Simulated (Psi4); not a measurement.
**C3H6F2 (1,3-difluoropropane) at HF/3-21G**

Aim: the energy change on altering one bond length of C3H6F2 (1,3-difluoropropane) at HF/3-21G, from 2 runs. 

Program for the calculation: Psi4 1.11.

2 further runs of the same task are left out: 2 set aside as unsound or not needed.

## (1) The structure to begin with

C3H6F2 has 11 atoms, charge 0, and is taken as a singlet. SMILES: `FCCCF`. Geometry: relaxed at PBE0-D4/def2-TZVP. This is one conformer, not always the lowest.

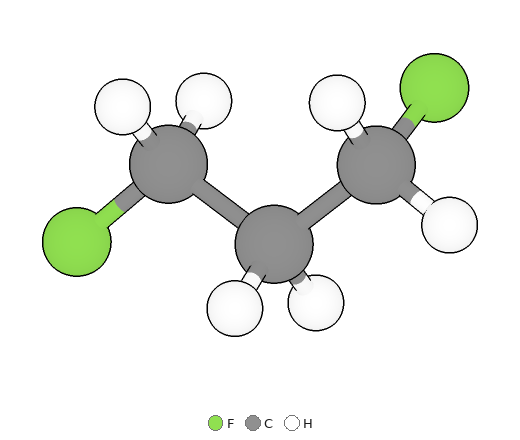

Viewed from a chosen angle; fluorine green, carbon grey, hydrogen white.

## (2) The energy at HF/3-21G

Input file c3h6f2.xyz:

```xyz
11
C3H6F2
F     -1.964400     1.432700    -0.107100
C     -0.715300     1.000700     0.300600
C     -0.375000    -0.298800    -0.387800
C      0.967500    -0.838200     0.034700
F      1.975600     0.040200    -0.331200
H     -0.744500     0.875300     1.388600
H      0.008000     1.781800     0.054100
H     -0.388200    -0.154300    -1.471600
H     -1.138100    -1.046200    -0.147100
H      1.026200    -0.968100     1.120800
H      1.173400    -1.798000    -0.445900
```

Input file calc.py:

```python
import psi4

psi4.set_memory('1600 MB')
psi4.set_num_threads(1)
psi4.core.set_output_file('psi4.out', False)

with open('c3h6f2.xyz') as f:
    atoms = ''.join(f.readlines()[2:])
mol = psi4.geometry('0 1\n' + atoms + 'symmetry c1')

psi4.set_options({
    'basis': '3-21G',
    'reference': 'rhf',
    'puream': True,
    'e_convergence': 1e-09,
    'd_convergence': 1e-08,
    'scf_type': 'pk',
})

e_tot, wfn = psi4.energy('scf', molecule=mol, return_wfn=True)
psi4.oeprop(wfn, 'MAYER_INDICES', 'LOWDIN_CHARGES', 'MULLIKEN_CHARGES', title='SCF')
print('E =', round(e_tot, 9))
```

Command:

```console
$ python calc.py
```

psi4.out:

```text
[...]
  Running in c1 symmetry.
[...]
  Nuclear repulsion =  184.503528916065250
[...]
  Multiplicity = 1
[...]
  Nalpha       = 21
  Nbeta        = 21
[...]
    Number of basis functions: 57
[...]
   @RHF iter   1:  -314.18293199576721   -8.60274e-01   5.89418e-03 ADIIS/DIIS
[...]
   @RHF iter  10:  -314.24256774626900   -1.10845e-11   9.95742e-09 DIIS
[...]
    Orbital Energies [Eh]
    ---------------------
    Doubly Occupied:
       1A    -26.136002     2A    -26.128749     3A    -11.264676
       4A    -11.255821     5A    -11.186616     6A     -1.573702
       7A     -1.566594     8A     -1.089843     9A     -0.942471
      10A     -0.839849    11A     -0.716024    12A     -0.706238
      13A     -0.687031    14A     -0.669046    15A     -0.634139
      16A     -0.622905    17A     -0.574336    18A     -0.537010
      19A     -0.506574    20A     -0.491400    21A     -0.482843
[...]
  @RHF Final Energy:  -314.24256774626900
   => Energetics <=
    Nuclear Repulsion Energy =            184.5035289160652496
    One-Electron Energy =                -800.2684502132315174
    Two-Electron Energy =                 301.5223535508972077
    Total Energy =                       -314.2425677462690032
[...]
 Multipole Moments:
 ------------------------------------------------------------------------------------
     Multipole            Electronic (a.u.)      Nuclear  (a.u.)        Total (a.u.)
 ------------------------------------------------------------------------------------
 L = 1.  Multiply by 2.5417464519 to convert [e a0] to [Debye]
 Dipole X            :          0.1247900           -0.0079578            0.1168321
 Dipole Y            :          2.9697436           -3.7858827           -0.8161391
 Dipole Z            :         -0.8887701            1.2759935            0.3872234
 Magnitude           :                                                    0.9108648
[...]
  Mulliken Charges: (a.u.)
   Center  Symbol    Alpha    Beta     Spin     Total
       1     F     4.70638  4.70638  0.00000 -0.41277
       2     C     2.97071  2.97071  0.00000  0.05857
       3     C     3.28474  3.28474  0.00000 -0.56948
       4     C     2.98486  2.98486  0.00000  0.03029
       5     F     4.70589  4.70589  0.00000 -0.41178
       6     H     0.40440  0.40440  0.00000  0.19119
       7     H     0.39106  0.39106  0.00000  0.21787
       8     H     0.37329  0.37329  0.00000  0.25341
       9     H     0.38323  0.38323  0.00000  0.23353
      10     H     0.40141  0.40141  0.00000  0.19718
      11     H     0.39401  0.39401  0.00000  0.21198
[...]
```

Standard output:

```text
E = -314.242567746
```

Run time: 1.3 s. Hardware: 1 thread of Intel Xeon 6975P-C (Granite Rapids), shared host; peak memory 0.2 GiB.

## (3) The distorted shape

Input file input.dat:

```
memory 1600 MB

molecule {
  F     -2.015456     1.627666    -0.003818
  C     -0.766356     1.195666     0.403882
  C     -0.375000    -0.298800    -0.387800
  C      0.967500    -0.838200     0.034700
  F      1.975600     0.040200    -0.331200
  H     -0.795556     1.070266     1.491882
  H     -0.043056     1.976766     0.157382
  H     -0.388200    -0.154300    -1.471600
  H     -1.138100    -1.046200    -0.147100
  H      1.026200    -0.968100     1.120800
  H      1.173400    -1.798000    -0.445900
  symmetry c1
  no_reorient
  no_com
}

set basis 3-21G
set puream true
set e_convergence 1e-09
set d_convergence 1e-08
set scf_type pk

energy_value, wavefunction = energy('scf', return_wfn=True)
oeprop(wavefunction, 'MAYER_INDICES', 'WIBERG_LOWDIN_INDICES', 'MULLIKEN_CHARGES')
print_variables()
```

Command:

```console
$ psi4 -n 1 input.dat output.dat
```

output.dat:

```text
[...]
  Running in c1 symmetry.
[...]
  Nuclear repulsion =  178.981983696143857
[...]
  Multiplicity = 1
[...]
  Nalpha       = 21
  Nbeta        = 21
[...]
    Number of basis functions: 57
[...]
   @RHF iter   1:  -314.16547640485334   -1.16499e+00   5.87029e-03 DIIS/ADIIS
[...]
   @RHF iter  11:  -314.22419132782443   -2.04636e-12   5.63452e-09 DIIS
[...]
    Orbital Energies [Eh]
    ---------------------
    Doubly Occupied:
       1A    -26.132214     2A    -26.132018     3A    -11.273860
       4A    -11.263000     5A    -11.202205     6A     -1.570034
       7A     -1.567098     8A     -1.058259     9A     -0.930808
      10A     -0.843093    11A     -0.704497    12A     -0.697423
      13A     -0.679292    14A     -0.666607    15A     -0.632096
      16A     -0.624594    17A     -0.569190    18A     -0.530413
      19A     -0.507567    20A     -0.501979    21A     -0.450405
[...]
  @RHF Final Energy:  -314.22419132782443
   => Energetics <=
    Nuclear Repulsion Energy =            178.9819836961438568
    One-Electron Energy =                -789.3390477156892757
    Two-Electron Energy =                 296.1328726917209906
    Total Energy =                       -314.2241913278244283
[...]
 Multipole Moments:
 ------------------------------------------------------------------------------------
     Multipole            Electronic (a.u.)      Nuclear  (a.u.)        Total (a.u.)
 ------------------------------------------------------------------------------------
 L = 1.  Multiply by 2.5417464519 to convert [e a0] to [Debye]
 Dipole X            :          3.0658542           -2.9614881            0.1043661
 Dipole Y            :        -28.0839381           27.2937339           -0.7902042
 Dipole Z            :          4.1949548           -3.7889122            0.4060426
 Magnitude           :                                                    0.8945309
[...]
  Mulliken Charges: (a.u.)
   Center  Symbol    Alpha    Beta     Spin     Total
       1     F     4.70469  4.70469  0.00000 -0.40938
       2     C     2.97910  2.97910  0.00000  0.04180
       3     C     3.26718  3.26718  0.00000 -0.53436
       4     C     2.98790  2.98790  0.00000  0.02420
       5     F     4.70636  4.70636  0.00000 -0.41272
       6     H     0.40276  0.40276  0.00000  0.19449
       7     H     0.39134  0.39134  0.00000  0.21731
       8     H     0.37653  0.37653  0.00000  0.24694
       9     H     0.38716  0.38716  0.00000  0.22568
      10     H     0.40145  0.40145  0.00000  0.19709
      11     H     0.39552  0.39552  0.00000  0.20896
[...]
```

Wall time 1.3 s (1 thread of Intel Xeon 6975P-C (Granite Rapids), shared host); peak memory 0.2 GiB.

## (4) Summary of results

Level: HF/3-21G.

```
                                                         quantity          value
                                        first shape: total energy  -314.24257 Eh
                                       first shape: dipole moment         2.32 D
                                         first shape: HOMO energy      -13.14 eV
                                         first shape: LUMO energy        6.87 eV
                                       first shape: HOMO–LUMO gap       20.01 eV
                                    distorted shape: total energy  -314.22419 Eh
                                   distorted shape: dipole moment         2.27 D
                                     distorted shape: HOMO energy      -12.26 eV
                                     distorted shape: LUMO energy        6.93 eV
                                   distorted shape: HOMO–LUMO gap       19.19 eV
energy change with the C2–C3 bond stretched from 1.509 to 1.736 Å       0.500 eV
```

With the C2–C3 bond stretched from 1.509 to 1.736 Å the energy rises by 0.50 eV (48.2 kJ/mol). The first shape isn't relaxed at this level, so the change isn't measured from a minimum. Mulliken charges (first shape) run from -0.57 on C3 to +0.25 on H8; they depend strongly on the basis.
